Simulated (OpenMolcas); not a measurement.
**CH4BFOSi (SMILES O=CB[SiH2]F): levels of theory compared**

We compute a comparison of 6 runs (HF/STO-3G, HF/def2-SVP, PBE0/def2-SVP, SVWN5/def2-SVP, revPBE/def2-SVP, CCSD(T)/def2-SVP) of CH4BFOSi. 

Program for the calculation: OpenMolcas 26.06.

1 further run of the same task is left out (set aside as unsound or not needed).

### 1 The structure to begin with

CH4BFOSi has 9 atoms, charge 0, and is taken as a singlet. As SMILES, `O=CB[SiH2]F`. One bond was lengthened or shortened from a relaxed shape.

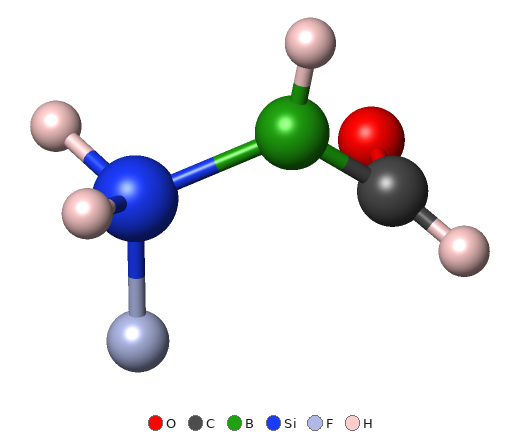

Viewed from a chosen angle; oxygen red, carbon dark grey, boron green, silicon blue, fluorine light blue, hydrogen pink.

### 2 The energy at HF/STO-3G (run 1)

Contents of coord.xyz:

```xyz
9

O     -0.596987     0.681654     1.810990
C      0.064213     1.343354     1.017590
B      0.820613     0.089954     0.602990
Si     0.115313    -1.106346    -0.837810
F     -1.360800    -0.349200    -1.659700
H     -0.069887     2.426254     0.885690
H      1.801213    -0.183646     1.228890
H      1.156513    -1.301346    -1.884710
H     -0.301687    -2.436846    -0.323710
```

Contents of job.inp:

```
&GATEWAY
 BasLib
 $CurrDir
 Coord
 coord.xyz
 Basis
 STO-3G
 Group
 NoSym

&SEWARD

&SCF
 Thresholds
 1e-10 1e-07 1e-07 1e-05
 PrOrbitals
 1 2
```

The basis set STO-3G is read from a file made from the Basis Set Exchange's data (not shown).

Launch:

```
$ export MOLCAS_MEM=1860
$ pymolcas job.inp > job.log
```

The program printed:

```text
--- Start Module: gateway ---
[...]
--- Stop Module: gateway /rc=_RC_ALL_IS_WELL_ ---
--- Start Module: seward ---
[...]
      Basis functions           33
--- Stop Module: seward /rc=_RC_ALL_IS_WELL_ ---
--- Start Module: scf ---
[...]
       Convergence after  16 Iterations
[...]
::    Total SCF energy                               -521.5041525916
[...]
      Total spin, S                                     0.0000000000
[...]
      Total electronic charge=   46.000000
      Total            charge=   -0.000000
[...]
      Dipole Moment (debye):
      Origin of the operator (angstrom)=   -0.2196   -0.1231   -0.0805
                   X=  1.4970E+00               Y=  7.9893E-01               Z=  2.5536E-01           Total=  1.7159E+00
      Quadrupole Moment (debye*angstrom):
[...]
--- Stop Module: scf /rc=_RC_ALL_IS_WELL_ ---
[...]
```

It took 1.8 s on 1 thread of Intel Xeon Platinum 8375C at 2.90GHz (Ice Lake), shared host; peak memory 0.37 GiB.

### 3 A single-point energy at HF/def2-SVP (run 2)

Contents of run.inp:

```
&GATEWAY
  BasLib=$CurrDir
  Coord
  9
  angstrom
  O       -0.596987       0.681654       1.810990
  C        0.064213       1.343354       1.017590
  B        0.820613       0.089954       0.602990
  Si       0.115313      -1.106346      -0.837810
  F       -1.360800      -0.349200      -1.659700
  H       -0.069887       2.426254       0.885690
  H        1.801213      -0.183646       1.228890
  H        1.156513      -1.301346      -1.884710
  H       -0.301687      -2.436846      -0.323710
  Basis=def2-SVP
  Group=NoSym

&SEWARD

&SCF
  Thresholds=1e-10 1e-07 1e-07 1e-05
  PrOrbitals=1 2
```

The basis set def2-SVP is read from a file made from the Basis Set Exchange's data (not shown).

Launch:

```
$ export MOLCAS_MEM=1860
$ pymolcas run.inp > run.log
```

The program printed:

```text
--- Start Module: gateway ---
[...]
--- Stop Module: gateway /rc=_RC_ALL_IS_WELL_ ---
--- Start Module: seward ---
[...]
      Basis functions           94
--- Stop Module: seward /rc=_RC_ALL_IS_WELL_ ---
[...]
--- Start Module: scf ---
[...]
       Convergence after  17 Iterations
[...]
::    Total SCF energy                               -527.8082890045
[...]
      Total spin, S                                     0.0000000000
[...]
      Total electronic charge=   46.000000
      Total            charge=   -0.000000
[...]
      Dipole Moment (debye):
      Origin of the operator (angstrom)=   -0.2196   -0.1231   -0.0805
                   X=  3.2755E+00               Y=  1.2784E+00               Z=  4.9621E-01           Total=  3.5510E+00
      Quadrupole Moment (debye*angstrom):
[...]
--- Stop Module: scf /rc=_RC_ALL_IS_WELL_ ---
[...]
```

Run time: 9 s. Hardware: 1 thread of Intel Xeon Platinum 8375C at 2.90GHz (Ice Lake), shared host; peak memory 0.52 GiB.

Runs 3 to 5 aren't shown in full; the table further down has their settings and results.

### 4 The energy at CCSD(T)/def2-SVP (run 6)

Contents of run.inp:

```
* CH4BFOSi CCSD(T)
>>> EXPORT MOLCAS_PRINT=2

&GATEWAY
 BasLib = $CurrDir
 Coord
 9
 angstrom
 O       -0.596987       0.681654       1.810990
 C        0.064213       1.343354       1.017590
 B        0.820613       0.089954       0.602990
 Si       0.115313      -1.106346      -0.837810
 F       -1.360800      -0.349200      -1.659700
 H       -0.069887       2.426254       0.885690
 H        1.801213      -0.183646       1.228890
 H        1.156513      -1.301346      -1.884710
 H       -0.301687      -2.436846      -0.323710
 Basis = def2-SVP
 Group = NoSym

&SEWARD

&SCF
 Thresholds = 1e-10 1e-07 1e-07 1e-05
 PrOrbitals = 1

&RASSCF
 FileOrb = $Project.ScfOrb
 Spin = 1
 Nactel = 0 0 0
 Inactive = 23
 Ras2 = 0
 OutOrbitals = Canonical
 OrbListing = Nothing

&MOTRA
 JobIph
 Frozen = 9

&CCSDT
 CCT
 Triples = 2
 Iterations = 80
 Accuracy = 1e-08
 Extrapolation = 5 4
```

The basis set def2-SVP is read from a file made from the Basis Set Exchange's data (not shown).

Launch:

```
$ export MOLCAS_MEM=1860
$ pymolcas run.inp > run.log
```

The program printed:

```text
--- Start Module: gateway ---
[...]
--- Stop Module: gateway /rc=_RC_ALL_IS_WELL_ ---
[...]
      Basis functions           94
[...]
       Convergence after  17 Iterations
[...]
::    Total SCF energy                               -527.8082890045
[...]
      Total spin, S                                     0.0000000000
[...]
      Number of active orbitals                  0
[...]
      Spin quantum number                      0.0
[...]
      Active orbitals                            0
[...]
      Number of CSFs                             1
[...]
      Number of root(s) required                 1
[...]
      Convergence after  4 iterations
[...]
      Natural orbitals and occupation numbers for root  1
      ************************************************************************************************************************
      *                                                    Final results                                                     *
      ************************************************************************************************************************
[...]
::    RASSCF root number  1 Total energy:   -527.80828900
[...]
      Total electronic charge=   46.000000
      Total            charge=   -0.000000
[...]
      Dipole Moment (debye):
      Origin of the operator (angstrom)=   -0.2196   -0.1231   -0.0805
                   X=  3.2755E+00               Y=  1.2784E+00               Z=  4.9621E-01           Total=  3.5510E+00
      Quadrupole Moment (debye*angstrom):
[...]
--- Start Module: motra ---
[...]
      *** WARNING: Default frozen orbitals is overwritten by user input.
      *** Default values:   6
[...]
--- Stop Module: motra /rc=_RC_ALL_IS_WELL_ ---
[...]
--- Start Module: ccsdt ---
[...]
      Convergence after                    17  Iterations
      Total energy (diff) :    -528.52786846      -0.00000000
[...]
 METHOD                       : CCSD+T(CCSD)+<T3(1)WT1> = CCSD(T)
[...]
       CCSD     =      -528.5278684596542
[...]
--- Stop Module: ccsdt /rc=_RC_ALL_IS_WELL_ ---
[...]
```

Run time: 1.7 min. Hardware: 1 thread of Intel Xeon Platinum 8375C at 2.90GHz (Ice Lake), shared host; peak memory 0.52 GiB.

### 5 The series

```csv
run,level,integration grid,frozen core orbitals,energy (Eh),dipole moment (D) of the reference,HOMO energy (eV),LUMO energy (eV),wall time
1,HF/STO-3G,–,–,-521.504153,1.72,-8.98,6.84,1.8 s
2,HF/def2-SVP,–,–,-527.808289,3.55,-11.75,2.10,9 s
3,PBE0/def2-SVP,UltraFine,–,-529.239277,2.84,-8.32,-1.92,26 s
4,SVWN5/def2-SVP,UltraFine,–,-526.638613,2.57,-7.03,-3.31,21 s
5,revPBE/def2-SVP,UltraFine,–,-529.494794,2.54,-6.86,-2.98,30 s
6,CCSD(T)/def2-SVP,–,9,-528.549457,3.55,-11.75,2.10,1.7 min
```

### 6 Outcome

| quantity | value |
| --- | --- |
| run 6: total energy | -528.54946 Eh |
| run 6: dipole moment (mean-field density) | 3.55 D |
| run 6: HOMO energy (Hartree–Fock orbitals) | -11.75 eV |
| run 6: LUMO energy (Hartree–Fock orbitals) | 2.10 eV |
| run 6: HOMO–LUMO gap (Hartree–Fock orbitals) | 13.84 eV |
| run 6: correlation energy (9 core orbitals frozen) | -741.2 mEh |
| run 6: (T) correction | -21.59 mEh |

What this shows: Over runs 1, 2, 3, 4, 5 the dipole moment (its size) runs from 1.72 D (HF/STO-3G) to 3.55 D (HF/def2-SVP). Over runs 1, 2, 3, 4, 5 the HOMO–LUMO gap runs from 3.72 eV (SVWN5/def2-SVP) to 15.81 eV (HF/STO-3G). The two ends differ in method and basis. Totals of different functionals can't be ranked against each other. In run 1 the basis is minimal, so the values are rough. All runs together took 3.2 min, the longest 1.7 min.
